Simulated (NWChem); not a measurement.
**[SiH3]− (SMILES [SiH3-]): PBE/aug-cc-pVDZ**

What is the vertical ionisation energy of [SiH3]− at PBE/aug-cc-pVDZ? 

The calculation is run with NWChem 7.3.0.

## Step 1: The structure to begin with

[SiH3]−: 4 atoms, total charge -1, spin state singlet. As SMILES, `[SiH3-]`. The shape is that of a PBE0-D4/def2-TZVPD optimisation.

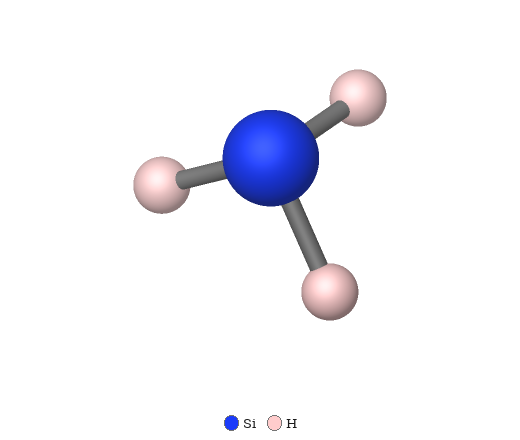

Viewed from a chosen angle; silicon blue, hydrogen pink.

## Step 2: The energy at PBE/aug-cc-pVDZ

Input file h3si.nw:

```
start h3si
memory stack 880 mb heap 220 mb global 1100 mb
charge -1

geometry units angstroms noautosym nocenter noautoz
Si     0.539700    -0.050700    -0.300900
H      0.426600     0.622300     1.085900
H     -0.298500    -1.283700     0.106800
H     -0.667800     0.712200    -0.891800
end

basis spherical bse
* library aug-cc-pVDZ
end

dft
xc xpbe96 cpbe96
grid fine
convergence energy 1e-08
maxiter 100
mulliken
print low
end

task dft energy
```

The run is started by

```
$ nwchem h3si.nw > h3si.out
```

Standard output, shortened:

```text
[...]
 d= 0,ls=0.0,diis     1   -290.8907214403 -3.06D+02  9.67D-02  1.33D+00     1.7
[...]
 d= 0,ls=0.0,diis    10   -291.1155261152 -6.77D-11  1.42D-07  3.11D-11    10.0
         Total DFT energy =     -291.115526115196
      One electron energy =     -436.854035576354
           Coulomb energy =      152.605516914692
    Exchange-Corr. energy =      -21.947992227605
 Nuclear repulsion energy =       15.080984774071
[...]
      Total Density - Mulliken Population Analysis
     ---------------------------------------------
    Atom       Charge   Shell Charges
 -----------   ------   -------------------------------------------------------
    1 Si  14    15.56   2.00  2.04  0.79  1.06  0.10  6.02  1.43  1.65  0.26  0.13  0.09
    2 H    1     0.81   0.72  0.05  0.03  0.01  0.00
    3 H    1     0.81   0.72  0.05  0.03  0.01  0.00
    4 H    1     0.81   0.72  0.05  0.03  0.01  0.00
[...]
```

It took 11 s on 1 thread of Intel Xeon Platinum 8259CL at 2.50GHz (Skylake/Cascade Lake), shared host; peak memory 0.11 GiB.

## Step 3: Doublet neutral SiH3

Input file h3si.nw:

```
start h3si
title "H3Si PBE"
memory stack 880 mb heap 220 mb global 1100 mb

geometry units angstrom noautosym nocenter noautoz
   Si       0.539700      -0.050700      -0.300900
   H        0.426600       0.622300       1.085900
   H       -0.298500      -1.283700       0.106800
   H       -0.667800       0.712200      -0.891800
end

basis spherical bse
   * library aug-cc-pVDZ
end

dft
   xc xpbe96 cpbe96
   mult 2
   grid fine
   convergence energy 1e-08
   maxiter 100
   mulliken
   noprint "final vectors analysis"
end

task dft energy
```

The run is started by

```
$ nwchem h3si.nw > h3si.out
```

Standard output, shortened:

```text
[...]
          Wavefunction type:  spin polarized.
          No. of atoms     :     4
          No. of electrons :    17
[...]
          Charge           :     0
          Spin multiplicity:     2
[...]
          AO basis - number of functions:    54
[...]
              XC Information
              --------------
          PerdewBurkeErnzerhof Exchange Functional  1.000
            Perdew 1991 LDA Correlation Functional  1.000 local
           PerdewBurkeErnz. Correlation Functional  1.000 non-local
[...]
 d= 0,ls=0.0,diis     1   -291.0276971710 -3.06D+02  8.79D-03  2.90D-02     1.9
[...]
 d= 0,ls=0.0,diis     8   -291.0466800407 -2.10D-09  6.22D-07  2.14D-10    10.7
[...]
         Total DFT energy =     -291.046680040677
      One electron energy =     -432.469424422854
           Coulomb energy =      148.097180391354
    Exchange-Corr. energy =      -21.755420783248
 Nuclear repulsion energy =       15.080984774071
[...]
      Total Density - Mulliken Population Analysis
     ---------------------------------------------
    Atom       Charge   Shell Charges
 -----------   ------   -------------------------------------------------------
    1 Si  14    14.67   2.00  2.04  0.81  0.93 -0.01  6.02  1.43  1.24  0.01  0.12  0.07
    2 H    1     0.78   0.70  0.07  0.01  0.01 -0.01
    3 H    1     0.78   0.70  0.07  0.01  0.01 -0.01
    4 H    1     0.78   0.70  0.07  0.01  0.01 -0.01
[...]
      <S2> =      0.7525 (Exact =     0.7500)
[...]
```

It took 11 s on 1 thread of Intel Xeon Platinum 8259CL at 2.50GHz (Skylake/Cascade Lake), shared host; peak memory 0.11 GiB.

## Step 4: What came out

At PBE/aug-cc-pVDZ:

| quantity | value |
| --- | --- |
| singlet [SiH3]−: total energy | -291.11553 Eh |
| doublet neutral SiH3: total energy | -291.04668 Eh |
| doublet neutral SiH3: dipole moment | 0.83 D |
| doublet neutral SiH3: ⟨S²⟩ | 0.752 |
| vertical detachment energy (to the doublet neutral) | 1.873 eV |

**Reading.** Removing an electron at fixed nuclei costs 1.87 eV (43 kcal/mol).
